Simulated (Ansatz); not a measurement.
# One shape, several levels: singlet [BH2]+

Wanted: a comparison of 6 runs (B3LYP/6-31G*, B3LYP/def2-TZVPPD, BLYP/def2-TZVPPD, revPBE/def2-TZVPPD, wB97X/def2-TZVPPD, RPA@PBE/def2-TZVPPD) of singlet [BH2]+. 

The results are computed with Ansatz 0.2.0.

30 further runs of the same task are left out: 30 set aside as unsound or not needed.

## (1) The system as given

[BH2]+: 3 atoms, total charge +1, spin state singlet. As SMILES of the parent species, `[BH2]`. The coordinates come from a PBE0-D4/def2-TZVP relaxation. That shape belongs to the parent species and isn't relaxed for this state.

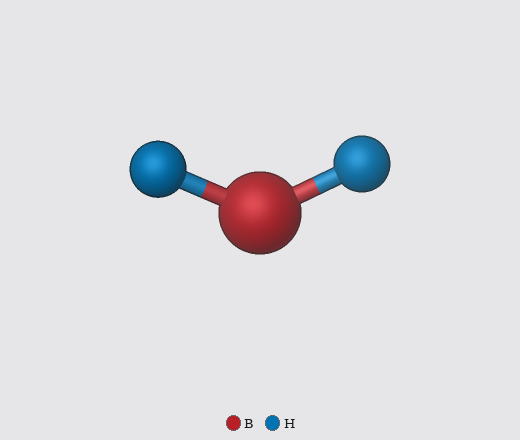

Viewed from a chosen angle; boron red, hydrogen blue.

## (2) A single-point energy at B3LYP/6-31G(d) (Cartesian functions) (run 1)

Contents of job.yaml:

```yaml
crystal:
  periodic: [false, false, false]
  atoms:
    - {symbol: B, position_ang: [0.265070, -0.167660, 0.129730]}
    - {symbol: H, position_ang: [0.292070, 1.014920, 0.270850]}
    - {symbol: H, position_ang: [-0.557150, -0.847260, -0.400590]}
basis:
  gaussian: {orbitals: "6-31G*"}
total_charge: 1
hamiltonian: {xc: {name: B3LYP}}
accuracy: high
output: {orbitals: {seedname: orbitals}}
```

The run is started by

```
$ ansatz run job.yaml --threads 1 --pin off --max-ram 3480MiB --events-out events.jsonl --progress --plain --runs-dir runs
```

Output:

```text
Warning: RAYON_NUM_THREADS=1 ignored (pool sized by the plan → 1); use --threads N
Functional definition: B3LYP
  name "B3LYP"
  parameter a0 = 0.2
  parameter ax = 0.72
  parameter ac = 0.81
  exchange = (1 - a0 - ax)*slater_x + ax*b88_x + a0*exact_x
  correlation = (1 - ac)*vwn_rpa_c + ac*lyp_c
346 factors; integrals over basis functions are off by at most 6.0e-9 eV
mean field evaluation 1: about -696.1196 eV, gradient 1.1e1 eV
mean field evaluation 2: about -696.5690 eV, gradient 3.9e0 eV
mean field evaluation 4: about -696.6300 eV, gradient 4.1e-1 eV
mean field evaluation 8: about -696.6255 eV, gradient 2.8e-3 eV
mean field -696.62548599 eV, -25.6005144202 hartree, gradient 2.6e-8 eV, S^2 0.000000; 0 other end points of the search recorded, 0 dependent functions left out
reference -696.62550854 eV, -25.6005152489 hartree; 3, 3 occupied and 16, 16 virtual orbitals, 346 factors
Total energy: -696.62550854 eV, -25.6005152489 hartree
```

Run time: 0.46 s. Hardware: 1 thread of Arm Neoverse V1, shared host.

## (3) The energy at B3LYP/def2-TZVPPD (run 2)

job.yaml: that of step 2 with these lines changed.

```diff
@@ -7,6 +7,9 @@
 basis:
-  gaussian: {orbitals: "6-31G*"}
+  gaussian:
+    orbitals: def2-TZVPPD.json
 total_charge: 1
-hamiltonian: {xc: {name: B3LYP}}
+hamiltonian:
+  xc: {name: B3LYP}
 accuracy: high
-output: {orbitals: {seedname: orbitals}}
+output:
+  orbitals: {seedname: orbitals}
```

The basis set def2-TZVPPD is read from a file made from the Basis Set Exchange's data (not shown).

The run is started by

```
$ ansatz run job.yaml --threads 1 --pin off --max-ram 3480MiB --events-out events.jsonl --progress --plain --runs-dir runs
```

Output (excerpt; [...] marks lines left out):

```text
Warning: RAYON_NUM_THREADS=1 ignored (pool sized by the plan → 1); use --threads N
[... 7 set-up lines as earlier in the session ...]
1016 factors; integrals over basis functions are off by at most 2.8e-9 eV
mean field evaluation 1: about -696.0983 eV, gradient 1.5e1 eV
mean field evaluation 2: about -696.7382 eV, gradient 5.1e0 eV
mean field evaluation 4: about -696.8264 eV, gradient 4.4e-1 eV
mean field evaluation 8: about -696.8260 eV, gradient 6.0e-3 eV
mean field evaluation 16: about -696.8260 eV, gradient 2.3e-9 eV
mean field -696.82600916 eV, -25.6078835109 hartree, gradient 2.3e-9 eV, S^2 0.000000; 0 other end points of the search recorded, 0 dependent functions left out
reference -696.82603801 eV, -25.6078845714 hartree; 3, 3 occupied and 68, 68 virtual orbitals, 1016 factors
Total energy: -696.82603801 eV, -25.6078845714 hartree
```

Wall time 1.5 s (1 thread of Arm Neoverse V1, shared host); peak memory 0.12 GiB.

## (4) A single-point energy at BLYP/def2-TZVPPD (run 3)

Contents of in.yaml:

```yaml
crystal:
  periodic: [false, false, false]
  atoms:
    - symbol: B
      position_ang: [0.265070, -0.167660, 0.129730]
    - symbol: H
      position_ang: [0.292070, 1.014920, 0.270850]
    - symbol: H
      position_ang: [-0.557150, -0.847260, -0.400590]
basis:
  gaussian:
    orbitals: def2-TZVPPD.json
total_charge: 1
hamiltonian:
  xc: {name: BLYP}
accuracy: high
output: {orbitals: {seedname: orbitals}}
```

The basis set def2-TZVPPD is read from a file made from the Basis Set Exchange's data (not shown).

The run is started by

```
$ ansatz run in.yaml --threads 1 --pin off --max-ram 3480MiB --events-out events.jsonl --progress --plain --runs-dir runs
```

Output:

```text
Warning: RAYON_NUM_THREADS=1 ignored (pool sized by the plan → 1); use --threads N
Functional definition: BLYP
  name "BLYP"
  parameter beta = 0.0042
  parameter a = 0.04918
  parameter b = 0.132
  parameter c = 0.2533
  parameter d = 0.349
  exchange = b88_x(beta = beta)
  correlation = lyp_c(a = a, b = b, c = c, d = d)
1016 factors; integrals over basis functions are off by at most 2.8e-9 eV
mean field evaluation 1: about -694.8915 eV, gradient 1.9e1 eV
mean field evaluation 2: about -695.7634 eV, gradient 1.1e1 eV
mean field evaluation 4: about -696.2615 eV, gradient 3.8e-1 eV
mean field evaluation 8: about -696.2608 eV, gradient 2.7e-3 eV
mean field evaluation 16: about -696.2608 eV, gradient 1.6e-8 eV
mean field -696.26080467 eV, -25.5871126290 hartree, gradient 1.6e-8 eV, S^2 0.000000; 0 other end points of the search recorded, 0 dependent functions left out
reference -696.26084438 eV, -25.5871140883 hartree; 3, 3 occupied and 68, 68 virtual orbitals, 1016 factors
Total energy: -696.26084438 eV, -25.5871140883 hartree
```

Wall time 1.3 s (1 thread of Arm Neoverse V1, shared host); peak memory 0.12 GiB.

Runs 4 to 5 aren't shown in full; the table further down has their settings and results.

## (5) A single-point energy at RPA@PBE/def2-TZVPPD (run 6)

Contents of job.yaml:

```yaml
basis:
  gaussian: {orbitals: def2-TZVPPD.json}
crystal:
  periodic: [false, false, false]
  atoms:
    - {symbol: B, position_ang: [0.265070, -0.167660, 0.129730]}
    - {symbol: H, position_ang: [0.292070, 1.014920, 0.270850]}
    - {symbol: H, position_ang: [-0.557150, -0.847260, -0.400590]}
total_charge: 1
hamiltonian: {xc: pbe}
correlation: {method: rpa, frozen_orbitals: {B: 1, H: 0}}
accuracy: high
```

The basis set def2-TZVPPD is read from a file made from the Basis Set Exchange's data (not shown).

The run is started by

```
$ ansatz run job.yaml --threads 1 --pin off --max-ram 3480MiB --events-out events.jsonl --progress --plain --runs-dir runs
```

Output:

```text
Warning: RAYON_NUM_THREADS=1 ignored (pool sized by the plan → 1); use --threads N
Functional definition: PBE
  name "PBE"
  parameter kappa = 0.804
  parameter beta = 0.06672455060314922
  exchange = pbe_x(kappa = kappa, mu = beta*pi^2/3)
  correlation = pbe_c(beta = beta)
1016 factors; integrals over basis functions are off by at most 2.8e-9 eV
mean field evaluation 1: about -693.8956 eV, gradient 1.8e1 eV
mean field evaluation 2: about -693.8942 eV, gradient 1.8e1 eV
mean field evaluation 4: about -695.0835 eV, gradient 1.7e0 eV
mean field evaluation 8: about -695.0960 eV, gradient 1.8e-2 eV
mean field evaluation 16: about -695.0960 eV, gradient 1.8e-8 eV
mean field -695.09604795 eV, -25.5443086091 hartree, gradient 9.9e-9 eV, S^2 0.000000; 0 other end points of the search recorded, 0 dependent functions left out
1 core orbitals not correlated: weight in the atoms' cores, before any rotation towards them, 1.000 or more for the frozen orbitals, at most 0.000 for the correlated occupied ones
reference -692.24721758 eV, -25.4396160240 hartree; 2, 2 occupied and 68, 68 virtual orbitals, 1016 factors
Total energy: -696.75347893 eV, -25.6052180742 hartree
```

Wall time 1.9 s (1 thread of Arm Neoverse V1, shared host); peak memory 0.15 GiB.

## (6) All runs side by side

```
run                               level  Cartesian functions  frozen core orbitals  energy (Eh)  HOMO energy (eV)  LUMO energy (eV)  HOMO–LUMO gap (eV)  wall time
  1  B3LYP/6-31G* (Cartesian functions)                  yes                     –   -25.600515            -19.54            -12.33                7.20     0.46 s
  2                   B3LYP/def2-TZVPPD                   no                     –   -25.607885            -19.50            -12.35                7.15      1.5 s
  3                    BLYP/def2-TZVPPD                   no                     –   -25.587114            -18.15            -13.20                4.94      1.3 s
  4                  revPBE/def2-TZVPPD                   no                     –   -25.592781            -18.17            -13.11                5.06      1.2 s
  5                   wB97X/def2-TZVPPD                   no                     –   -25.597644            -22.28             -9.26               13.03      5.4 s
  6                 RPA@PBE/def2-TZVPPD                   no                     1   -25.605218                 –                 –                   –      1.9 s
```

## (7) Summary of results

| quantity | value |
| --- | --- |
| run 6: total energy | -25.60522 Eh |
| run 6: RPA correlation energy (valence) | -165.6 mEh |

Over runs 1, 2, 3, 4, 5 the HOMO–LUMO gap runs from 4.94 eV (BLYP/def2-TZVPPD) to 13.03 eV (wB97X/def2-TZVPPD). Totals of different functionals can't be ranked against each other. All runs together took 12 s, the longest 5.4 s.
